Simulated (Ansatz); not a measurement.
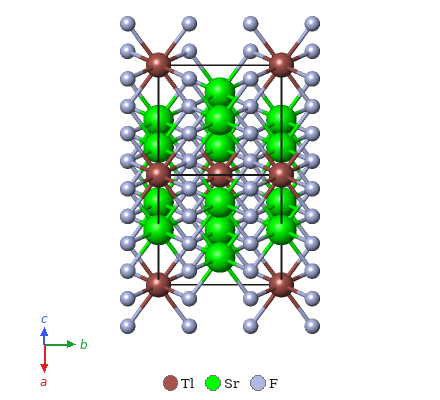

Sr₃TlF₈ (I4/mmm, No. 139): the end point of a relaxation (final pressure about -2 GPa) with DFT, PAW plane waves, r2scan in Ansatz 0.2.0; the starting structure was generated, so it need not be a known form of this composition.

```cif
data_structure
_symmetry_space_group_name_H-M 'P 1'
_symmetry_Int_Tables_number 1
_cell_length_a 5.8518
_cell_length_b 5.8518
_cell_length_c 11.6662
_cell_angle_alpha 90.000
_cell_angle_beta 90.000
_cell_angle_gamma 90.000
_cell_volume 399.49
loop_
_atom_site_label
_atom_site_type_symbol
_atom_site_fract_x
_atom_site_fract_y
_atom_site_fract_z
_atom_site_occupancy
Tl1 Tl 0.00000 0.00000 0.00000 1
Sr1 Sr 0.00000 0.50000 0.75000 1
Sr2 Sr 0.50000 0.00000 0.75000 1
Sr3 Sr 0.50000 0.50000 0.00000 1
F1 F 0.75106 0.75106 0.62547 1
F2 F 0.24894 0.75106 0.62547 1
F3 F 0.24894 0.24894 0.62547 1
F4 F 0.75106 0.24894 0.62547 1
F5 F 0.25106 0.74894 0.87453 1
F6 F 0.74894 0.74894 0.87453 1
F7 F 0.74894 0.25106 0.87453 1
F8 F 0.25106 0.25106 0.87453 1
Tl2 Tl 0.50000 0.50000 0.50000 1
Sr4 Sr 0.50000 0.00000 0.25000 1
Sr5 Sr 0.00000 0.50000 0.25000 1
Sr6 Sr 0.00000 0.00000 0.50000 1
F9 F 0.25106 0.25106 0.12547 1
F10 F 0.74894 0.25106 0.12547 1
F11 F 0.74894 0.74894 0.12547 1
F12 F 0.25106 0.74894 0.12547 1
F13 F 0.75106 0.24894 0.37453 1
F14 F 0.24894 0.24894 0.37453 1
F15 F 0.24894 0.75106 0.37453 1
F16 F 0.75106 0.75106 0.37453 1
```

What will a HAADF-like image along [101] show? Simulation: incoherent imaging, intensity Z^1.7 per atom, probe width 0.60 Å, thin sample. The probe carries 25 % of its weight in a tail 2.5 times as wide.

Answer. The columns repeat on a rectangular net of 2.93 × 5.23 Å (plane group p2mm). The brightest columns hold 1 Tl per repeat; in falling brightness follow 1 Sr (about 30 %). Brightness is counted from the darkest point of the image. The F columns make no clear peak of their own: they are too faint or too near a brighter column. The shortest distance between visible columns is 1.31 Å in projection. Along the beam the structure repeats every 13.05 Å.

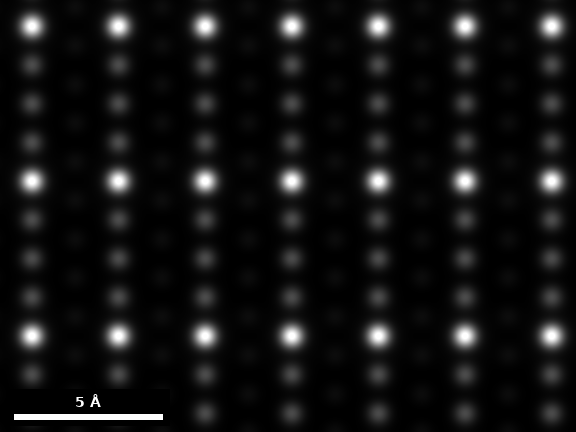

The simulated image.
